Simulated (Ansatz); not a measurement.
# AlH₃S: one species, many methods

Aim: compute AlH₃S with functionals from several rungs and with coupled cluster. The yardstick is the atomisation energy at the CCSD(T) limit.

Computed with Ansatz 0.2.0, Gaussian basis. Level: functionals in def2-TZVPP, the program's frozen cores in correlated methods.

Levels to be run: LDA (SPW92), PBE-D4, revPBE-D4, BLYP-D4, r2SCAN-D4, B97M-V, PBE0-D4, B3LYP-D4, r2SCANh-D4, r2SCAN0-D4, HSE06-D4, BHLYP-D4, CAM-B3LYP-D4, LC-ωPBE, ωB97X-V, ωB97M-V, B2PLYP, PBE-QIDH; CCSD(T)/def2-SVP; CCSD(T)/def2-TZVPP; CCSD(T)/def2-QZVPP; extrapolation to the limit; RPA on PBE.

## 1. The geometry

All runs share one geometry, relaxed beforehand with PBE0-D4 in a triple-zeta def2 set.

5 atoms, charge 0, spin multiplicity 1.

Atoms are counted from 1 here; the program's logs count them from 0.

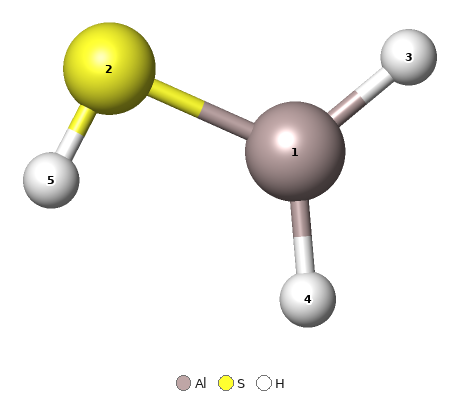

The geometry (aluminium light grey, sulfur yellow, hydrogen white); atoms are numbered from 1 in the order of the file.

## 2. LDA

This LDA is Slater exchange with PW92 correlation.

File in.yaml:

```yaml
crystal:
  periodic: [false, false, false]
  atoms:
    - {symbol: Al, position_ang: [-0.616069, -0.064236, -0.181718]}
    - {symbol: S, position_ang: [1.129094, -0.343068, 1.096562]}
    - {symbol: H, position_ang: [-1.981651, -0.650101, 0.351130]}
    - {symbol: H, position_ang: [-0.441078, 0.696002, -1.556429]}
    - {symbol: H, position_ang: [1.959705, 0.287803, 0.248953]}
basis:
  gaussian: {orbitals: def2-TZVPP}
hamiltonian: {xc: lda}
output: {orbitals: {seedname: orbitals}}
```

The runs that follow: PBE-D4 (GGA); revPBE-D4 (GGA); BLYP-D4 (GGA); r2SCAN-D4 (meta-GGA); B97M-V (meta-GGA); PBE0-D4 (hybrid); B3LYP-D4 (hybrid); r2SCANh-D4 (hybrid); r2SCAN0-D4 (hybrid); HSE06-D4 (hybrid); BHLYP-D4 (hybrid); CAM-B3LYP-D4 (range-separated); LC-ωPBE-D4 (range-separated); ωB97X-V (range-separated); ωB97M-V (range-separated); B2PLYP (double hybrid); PBE-QIDH (double hybrid); CCSD(T) in def2-SVP; CCSD(T) in def2-TZVPP; CCSD(T) in def2-QZVPP; RPA on PBE orbitals.

Q: Predict the results of all the runs planned. Wanted: atomisation energy, CCSD(T)/CBS; farthest beyond LDA; mean size of error, GGA; mean size of error, meta-GGA; mean size of error, hybrid; mean size of error, range-separated; mean size of error, double hybrid; gap, smallest and largest; T1 diagnostic.

As calculated:

```
                               quantity                                      value
        atomisation energy, CCSD(T)/CBS                             314.2 kcal/mol
functionals within 1.6 kcal/mol (0.5 %)                r2SCAN-D4, ωB97X-V, ωB97M-V
                    farthest beyond LDA                 revPBE-D4 (-10.5 kcal/mol)
                mean size of error, GGA                               7.9 kcal/mol
           mean size of error, meta-GGA                               4.2 kcal/mol
             mean size of error, hybrid                               5.3 kcal/mol
    mean size of error, range-separated                               3.1 kcal/mol
      mean size of error, double hybrid                               7.0 kcal/mol
              gap, smallest and largest  4.44 eV (LDA (SPW92)), 11.15 eV (LC-ωPBE)
                          T1 diagnostic                                     0.0109
triples share of the correlation energy                                      3.7 %
```

What this shows: The LDA atomisation energy is off by 29.8 kcal/mol (9 %): it overbinds. PBE-D4 misses by -6.1 kcal/mol. Double hybrids carry the basis error of their MP2 part in triple zeta, and no dispersion term here, so their miss is partly the set-up's. By mean error the best rung here is range-separated (3.1 kcal/mol) and the worst beyond LDA is GGA (7.9 kcal/mol). The gap between the best rungs is small, so their order is not settled. The reference freezes the cores and leaves out relativity and excitations past (T), so misses under about 1.6 kcal/mol can't be ranked. Hartree-Fock recovers 75 % of the binding; the rest is correlation. CCSD(T) in def2-SVP is off by -22.9 kcal/mol, more than most functionals: a good method in a small basis is no reference. The gap grows from 4.4 to 11.1 eV across the functionals, mostly with the share of exact exchange.
